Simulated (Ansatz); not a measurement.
**AlBO3 (space group R-3c): frozen-phonon scan**

AlBO₃ (space group R-3c)

```yaml
crystal:
  lattice:
    - [2.21901, 1.28115, 4.52168]
    - [-2.21901, 1.28115, 4.52168]
    - [0.00000, -2.56230, 4.52168]
  atoms:
    - { symbol: Al, position: [0.50000, 0.50000, 0.50000] }
    - { symbol: Al, position: [0.00000, 0.00000, 0.00000] }
    - { symbol: B, position: [0.75000, 0.75000, 0.75000] }
    - { symbol: B, position: [0.25000, 0.25000, 0.25000] }
    - { symbol: O, position: [0.75000, 0.44083, 0.05917] }
    - { symbol: O, position: [0.25000, 0.55917, 0.94083] }
    - { symbol: O, position: [0.05917, 0.75000, 0.44083] }
    - { symbol: O, position: [0.94083, 0.25000, 0.55917] }
    - { symbol: O, position: [0.44083, 0.05917, 0.75000] }
    - { symbol: O, position: [0.55917, 0.94083, 0.25000] }
```

The atoms are displaced by Q × the pattern below (from a DFPT mode at Γ, largest move 1; Q in Å), at fixed cell.

```json
[
 {"atom": "Al1", "x": "0.000", "y": "0.000", "z": "-0.554"},
 {"atom": "Al2", "x": "0.000", "y": "0.000", "z": "-0.554"},
 {"atom": "B3", "x": "0.000", "y": "0.000", "z": "1.000"},
 {"atom": "B4", "x": "0.000", "y": "0.000", "z": "1.000"},
 {"atom": "O5", "x": "-0.662", "y": "-0.382", "z": "0.086"},
 {"atom": "O6", "x": "-0.662", "y": "-0.382", "z": "0.086"},
 {"atom": "O7", "x": "0.662", "y": "-0.382", "z": "0.086"},
 {"atom": "O8", "x": "0.662", "y": "-0.382", "z": "0.086"},
 {"atom": "O9", "x": "0.000", "y": "0.765", "z": "0.086"},
 {"atom": "O10", "x": "0.000", "y": "0.765", "z": "0.086"}
]
```

Level of theory: LDA (plane waves to 420 eV, PAW, scalar-relativistic; Ansatz, an electronic-structure program). k mesh 9×9×9 (Γ-centred), Fermi-Dirac smearing 0.05 eV. The energy includes the smearing's −TS. AlBO3 was relaxed with its symmetry unable to fall. ΔE is measured from the undisplaced structure.

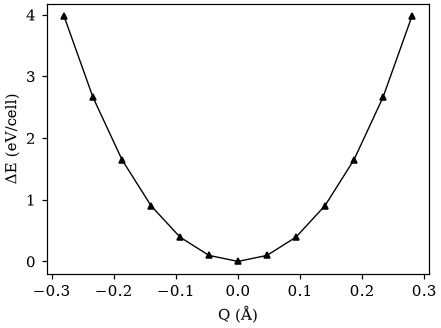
*ΔE (eV/cell) against Q (Å); markers are the computed points, lines only join them.*

The energy at Q = 0.280 Å is 3973 meV/cell. Wavenumber by perturbation theory (DFPT, on another k mesh): 505 cm⁻¹. Symmetry of the curve: even: the same for both signs. Shape of the curve: a single well with its minimum at or next to zero displacement. Space group of the distorted cell: R3c (No. 161), lowered from R-3c.

(A displaced cell: forces are minus the slopes of the energy, force constants its curvatures, and phonons follow from these.)
